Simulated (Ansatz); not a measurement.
**H4OSi···H2: density, localisation and related maps**

```xyz
8

Si   -0.4431    0.4689   -0.2034
O    -0.2769   -0.4189    1.2106
H    -1.0301   -0.3774    1.8255
H     0.8251    0.2435   -0.9553
H    -0.6203    1.9350    0.0700
H    -1.6127    0.0063   -1.0240
H     2.2174   -2.5508    2.1244
H     1.6710   -2.0758    1.9202
```

Level of theory: RKS PBE/def2-mTZVP (Ansatz).

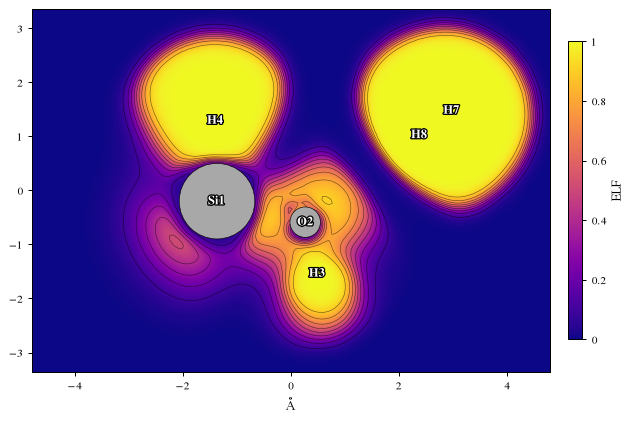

Figure 1. Electron localisation function on the plane of atoms Si1, O2 and H3. Grey discs cover the atomic cores.

What does the map show?

Answer. The section cuts through Si, O and H sites.
O2···H8 (2.65 Å): the ELF dips to about 0 between them; a weak contact between the two molecules.
Si–O (1.68 Å): the ELF peaks at about 0.90 between the atoms (a polar covalent bond).
H–H (0.75 Å): the ELF is about 1 at the midpoint.
O–H (0.97 Å): the ELF climbs to about 1 towards the hydrogen, as it does in any bond to H; a covalent bond by its length.
Si–H (1.49 Å): the ELF climbs to about 1 towards the hydrogen.
The ELF also peaks beside O2, away from the bonds: lone-pair regions.

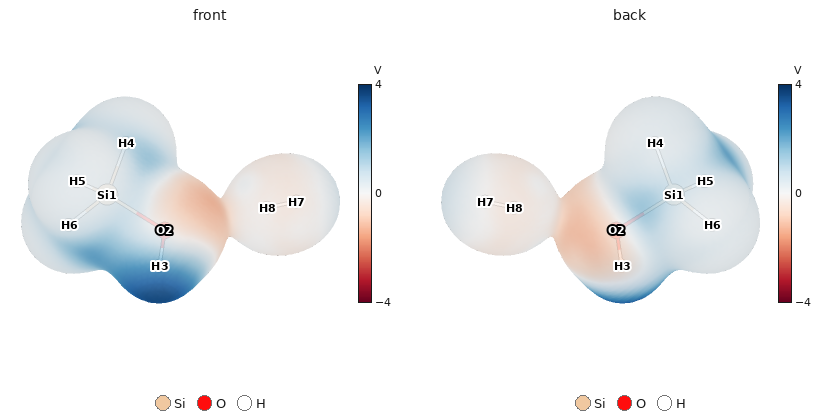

Figure 2. The electrostatic potential painted on the density surface at 0.004 e/bohr³, seen from the front and from behind; red is negative and blue positive.

Which sites attract a positive test charge, and which a negative one?

Answer. A positive charge is drawn to the negative regions and a negative charge to the positive ones. The most negative region (about −1.2 V, or −28 kcal/mol for a unit charge) lies over O2, the most positive (about +3.6 V, or +83 kcal/mol for a unit charge) over H3. O2 is the likeliest acceptor of a hydrogen bond.

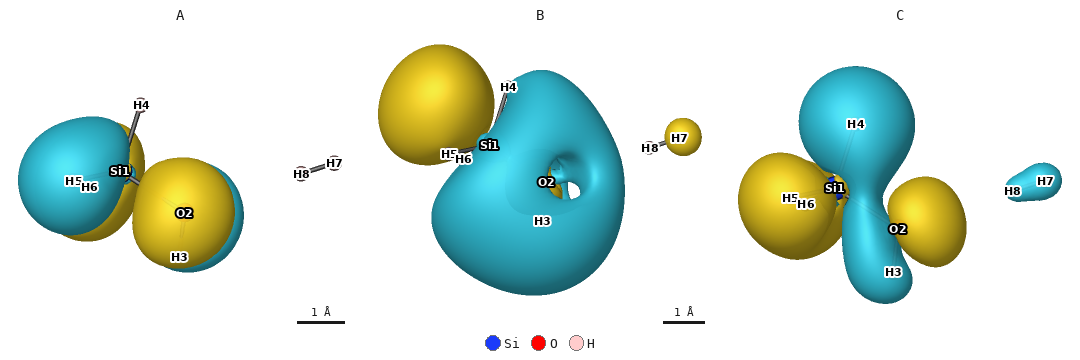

Figure 3. Three frontier orbitals at ±0.06 Å⁻³ᐟ² (yellow and cyan are the two phases), in no order.

Which picture is the HOMO−1, the HOMO and the LUMO?

Answer. C is the HOMO−1 (−8.02 eV). Its weight (Hirshfeld) is mainly on O2 (about 30 %), Si1 (about 30 %), H4 (about 20 %), H5 (about 10 %) and H6 (about 10 %). A is the HOMO (−7.22 eV). It lies mainly on O2 (about 55 %), Si1 (about 20 %), H6 (about 10 %) and H5 (about 10 %). B is the LUMO (−0.95 eV). It lies mainly on Si1 (about 50 %), H3 (about 20 %) and O2 (about 15 %).

What is the HOMO–LUMO gap?

Answer. 6.27 eV between the orbital energies.
